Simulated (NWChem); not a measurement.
# C3H8 (propane): levels of theory compared

We compute a comparison of 6 runs (BHLYP/def2-SVP, PBE0/def2-SVP, B3LYP/def2-SVP, M06-2X/def2-SVP, M06-L/def2-SVP, r2SCAN/def2-SVP) of C3H8 (propane). 

The results are computed with NWChem 7.3.0.

## Step 1: The structure to begin with

C3H8 has 11 atoms, charge 0, and is taken as a singlet. SMILES: `CCC`. Geometry: relaxed at PBE0-D4/def2-TZVP.

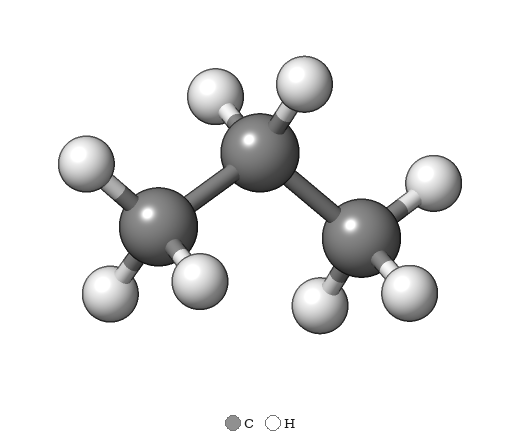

Viewed from a chosen angle; carbon grey, hydrogen white.

## Step 2: Energy and gradient at BHLYP/def2-SVP (run 1)

Contents of geom.nw:

```
echo
start geom
title "C3H8"
memory 2200 mb
geometry noautosym nocenter noautoz
 C       -0.832500       0.724300      -0.658500
 C       -0.124000       0.185100       0.572600
 C        0.924300      -0.861400       0.234500
 H       -1.340400      -0.077400      -1.202300
 H       -0.122300       1.189000      -1.348600
 H       -1.581700       1.475200      -0.396800
 H        0.347000       1.012100       1.114700
 H       -0.861000      -0.244700       1.259400
 H        1.423000      -1.237800       1.130800
 H        1.692700      -0.448800      -0.425700
 H        0.475000      -1.715700      -0.280200
end
basis spherical bse
 * library def2-SVP
end
dft
 xc bhlyp
 grid xfine
 convergence energy 1e-08
 maxiter 100
 mulliken
 print low
end
task dft gradient
```

On the command line:

```console
$ nwchem geom.nw > geom.out
```

Output:

```text
[...]
 d= 0,ls=0.0,diis     1   -118.9443160000 -2.02D+02  4.78D-03  1.68D-01     2.3
[...]
 d= 0,ls=0.0,diis     8   -118.9706182251 -1.77D-10  9.86D-08  5.39D-11    15.8
         Total DFT energy =     -118.970618225138
      One electron energy =     -321.973470817820
           Coulomb energy =      139.397638074752
    Exchange-Corr. energy =      -19.183792026001
 Nuclear repulsion energy =       82.789006543930
[...]
      Total Density - Mulliken Population Analysis
     ---------------------------------------------
    Atom       Charge   Shell Charges
 -----------   ------   -------------------------------------------------------
    1 C    6     6.03   1.99  0.89  0.15  2.10  0.87  0.03
    2 C    6     6.07   1.99  0.90  0.17  2.10  0.87  0.04
    3 C    6     6.03   1.99  0.89  0.15  2.10  0.87  0.03
    4 H    1     0.98   0.75  0.21  0.02
    5 H    1     0.98   0.75  0.21  0.02
    6 H    1     0.98   0.75  0.20  0.02
    7 H    1     0.99   0.76  0.20  0.02
    8 H    1     0.99   0.76  0.20  0.02
    9 H    1     0.98   0.75  0.20  0.02
   10 H    1     0.98   0.75  0.21  0.02
[...]
                         DFT ENERGY GRADIENTS
    atom               coordinates                        gradient
                 x          y          z           x          y          z
   1 C      -1.573197   1.368729  -1.244385   -0.000047  -0.000110  -0.000749
   2 C      -0.234326   0.349788   1.082057   -0.000269   0.000382   0.001132
   3 C       1.746674  -1.627810   0.443141    0.000307  -0.000338  -0.000569
   4 H      -2.532989  -0.146265  -2.272018    0.000470   0.000367   0.000440
   5 H      -0.231113   2.246884  -2.548484   -0.000259  -0.000407   0.000503
   6 H      -2.988980   2.787724  -0.749843    0.000541  -0.000518  -0.000038
   7 H       0.655735   1.912592   2.106478   -0.000125  -0.000347  -0.000354
   8 H      -1.627054  -0.462416   2.379921    0.000308   0.000098  -0.000417
   9 H       2.689080  -2.339103   2.136902   -0.000402   0.000328  -0.000498
  10 H       3.198739  -0.848109  -0.804456   -0.000620  -0.000093   0.000324
  11 H       0.897620  -3.242203  -0.529501    0.000095   0.000638   0.000226
[...]
```

Wall time 20 s (1 thread of AMD EPYC 9R45 (Zen 5), shared host); peak memory 0.15 GiB.

## Step 3: Energy and forces at PBE0/def2-SVP (run 2)

Contents of calc.nw:

```
start calc
title "C3H8"
memory total 2200 mb

geometry units au noautosym nocenter noautoz
 C     -1.57319700     1.36872863    -1.24438465
 C     -0.23432604     0.34978831     1.08205718
 C      1.74667386    -1.62781008     0.44314078
 H     -2.53298890    -0.14626480    -2.27201772
 H     -0.23111351     2.24688436    -2.54848465
 H     -2.98897981     2.78772398    -0.74984333
 H      0.65573497     1.91259181     2.10647771
 H     -1.62705419    -0.46241598     2.37992108
 H      2.68908028    -2.33910300     2.13690230
 H      3.19873941    -0.84810908    -0.80445641
 H      0.89761991    -3.24220311    -0.52950126
end

basis spherical bse
 * library def2-SVP
end

dft
 xc pbe0
 grid xfine
 convergence energy 1e-08
 iterations 100
 mulliken
 print low
end

task dft gradient
```

On the command line:

```console
$ nwchem calc.nw > calc.out
```

Output:

```text
[...]
 d= 0,ls=0.0,diis     1   -118.8800706275 -2.02D+02  4.79D-03  1.70D-01     2.3
[...]
 d= 0,ls=0.0,diis     8   -118.9013141335 -1.03D-10  1.08D-07  6.80D-11    15.9
         Total DFT energy =     -118.901314133472
      One electron energy =     -322.046671987450
           Coulomb energy =      139.456437534931
    Exchange-Corr. energy =      -19.100080287100
 Nuclear repulsion energy =       82.789000606146
[...]
      Total Density - Mulliken Population Analysis
     ---------------------------------------------
    Atom       Charge   Shell Charges
 -----------   ------   -------------------------------------------------------
    1 C    6     6.09   1.99  0.89  0.17  2.12  0.90  0.03
    2 C    6     6.13   1.99  0.90  0.19  2.11  0.90  0.04
    3 C    6     6.09   1.99  0.89  0.17  2.12  0.90  0.03
    4 H    1     0.96   0.74  0.20  0.02
    5 H    1     0.96   0.74  0.20  0.02
    6 H    1     0.96   0.74  0.19  0.02
    7 H    1     0.96   0.75  0.19  0.02
    8 H    1     0.96   0.75  0.19  0.02
    9 H    1     0.96   0.74  0.19  0.02
   10 H    1     0.96   0.74  0.20  0.02
[...]
                         DFT ENERGY GRADIENTS
    atom               coordinates                        gradient
                 x          y          z           x          y          z
   1 C      -1.573197   1.368729  -1.244385   -0.001896   0.001248  -0.004403
   2 C      -0.234326   0.349788   1.082057   -0.001278   0.001887   0.005794
   3 C       1.746674  -1.627810   0.443141    0.003215  -0.003275  -0.001807
   4 H      -2.532989  -0.146265  -2.272018    0.002760   0.003872   0.002997
   5 H      -0.231114   2.246884  -2.548485   -0.003340  -0.002486   0.003705
   6 H      -2.988980   2.787724  -0.749843    0.003961  -0.003920  -0.001004
   7 H       0.655735   1.912592   2.106478   -0.002190  -0.004140  -0.003029
   8 H      -1.627054  -0.462416   2.379921    0.003671   0.001953  -0.003742
   9 H       2.689080  -2.339103   2.136902   -0.002767   0.002153  -0.004406
  10 H       3.198739  -0.848109  -0.804456   -0.004110  -0.001804   0.003317
  11 H       0.897620  -3.242203  -0.529501    0.001973   0.004512   0.002578
[...]
```

It took 20 s on 1 thread of AMD EPYC 9R45 (Zen 5), shared host; peak memory 0.15 GiB.

Runs 3 to 5 aren't shown in full; the table further down has their settings and results.

## Step 4: Energy and gradient at r2SCAN/def2-SVP (run 6)

Contents of a.nw:

```
start a
memory total 2200 mb
geometry units au noautosym nocenter noautoz
 C  -1.57319700  1.36872863 -1.24438465
 C  -0.23432604  0.34978831  1.08205718
 C   1.74667386 -1.62781008  0.44314078
 H  -2.53298890 -0.14626480 -2.27201772
 H  -0.23111351  2.24688436 -2.54848465
 H  -2.98897981  2.78772398 -0.74984333
 H   0.65573497  1.91259181  2.10647771
 H  -1.62705419 -0.46241598  2.37992108
 H   2.68908028 -2.33910300  2.13690230
 H   3.19873941 -0.84810908 -0.80445641
 H   0.89761991 -3.24220311 -0.52950126
end
basis spherical bse
 C library def2-SVP
 H library def2-SVP
end
dft
 xc r2scan
 mult 1
 grid xfine
 convergence energy 1e-08
 maxiter 100
 mulliken
 noprint "final vectors analysis"
end
task dft gradient
```

On the command line:

```console
$ nwchem a.nw > a.out
```

Output:

```text
[...]
          Wavefunction type:  closed shell.
          No. of atoms     :    11
          No. of electrons :    26
[...]
          Charge           :     0
          Spin multiplicity:     1
[...]
          AO basis - number of functions:    82
[...]
              XC Information
              --------------
                      r^2SCAN Method XC Functional
               r^2SCAN metaGGA Exchange Functional  1.000
                     r^2SCAN Correlation Potential  1.000
[...]
 d= 0,ls=0.0,diis     1   -118.9466827200 -2.02D+02  5.15D-03  1.79D-01     2.8
[...]
 d= 0,ls=0.0,diis     8   -118.9677005138 -8.53D-11  1.21D-07  6.79D-11    20.5
         Total DFT energy =     -118.967700513810
      One electron energy =     -322.021682202858
           Coulomb energy =      139.433774005393
    Exchange-Corr. energy =      -19.168792922492
 Nuclear repulsion energy =       82.789000606146
[...]
      Total Density - Mulliken Population Analysis
     ---------------------------------------------
    Atom       Charge   Shell Charges
 -----------   ------   -------------------------------------------------------
    1 C    6     6.07   1.99  0.91  0.16  2.11  0.89  0.03
    2 C    6     6.11   1.99  0.92  0.18  2.10  0.89  0.04
    3 C    6     6.07   1.99  0.91  0.16  2.11  0.89  0.03
    4 H    1     0.97   0.75  0.20  0.03
    5 H    1     0.97   0.75  0.20  0.03
    6 H    1     0.97   0.75  0.19  0.03
    7 H    1     0.97   0.75  0.19  0.02
    8 H    1     0.97   0.75  0.19  0.02
    9 H    1     0.97   0.75  0.19  0.03
   10 H    1     0.97   0.75  0.20  0.03
[...]
  wavefunction    = closed shell
                         DFT ENERGY GRADIENTS
    atom               coordinates                        gradient
                 x          y          z           x          y          z
   1 C      -1.573197   1.368729  -1.244385   -0.001198   0.000738  -0.003011
   2 C      -0.234326   0.349788   1.082057   -0.000919   0.001351   0.004138
   3 C       1.746674  -1.627810   0.443141    0.002112  -0.002161  -0.001330
   4 H      -2.532989  -0.146265  -2.272018    0.002888   0.004244   0.003183
   5 H      -0.231114   2.246884  -2.548485   -0.003683  -0.002602   0.003948
   6 H      -2.988980   2.787724  -0.749843    0.004191  -0.004149  -0.001071
   7 H       0.655735   1.912592   2.106478   -0.002501  -0.004697  -0.003406
   8 H      -1.627054  -0.462416   2.379921    0.004166   0.002235  -0.004216
   9 H       2.689080  -2.339103   2.136902   -0.002926   0.002275  -0.004671
  10 H       3.198739  -0.848109  -0.804456   -0.004342  -0.002020   0.003616
  11 H       0.897620  -3.242203  -0.529501    0.002211   0.004786   0.002820
[...]
```

It took 28 s on 1 thread of AMD EPYC 9R45 (Zen 5), shared host; peak memory 0.15 GiB.

## Step 5: All runs side by side

```csv
run,level,energy (Eh),largest force (eV/Å),wall time
1,BHLYP/def2-SVP,-118.970618,0.063,20 s
2,PBE0/def2-SVP,-118.901314,0.320,20 s
3,B3LYP/def2-SVP,-119.056657,0.327,20 s
4,M06-2X/def2-SVP,-118.973231,0.239,29 s
5,M06-L/def2-SVP,-119.033401,0.480,32 s
6,r2SCAN/def2-SVP,-118.967701,0.326,28 s
```

## Step 6: What came out

| quantity | value |
| --- | --- |
| run 6: total energy | -118.96770 Eh |
| run 6: dipole moment | 0.05 D |
| run 6: largest force on an atom | 0.326 eV/Å |

**Reading.** Over runs 3, 4, 5, 6 the dipole moment (its size) runs from 0.05 D (M06-L/def2-SVP) to 0.06 D (B3LYP/def2-SVP). Over runs 3, 4, 5 the HOMO–LUMO gap runs from 9.96 eV (M06-L/def2-SVP) to 13.13 eV (M06-2X/def2-SVP). Totals of different functionals can't be ranked against each other. All runs together took 2.5 min, the longest 32 s.
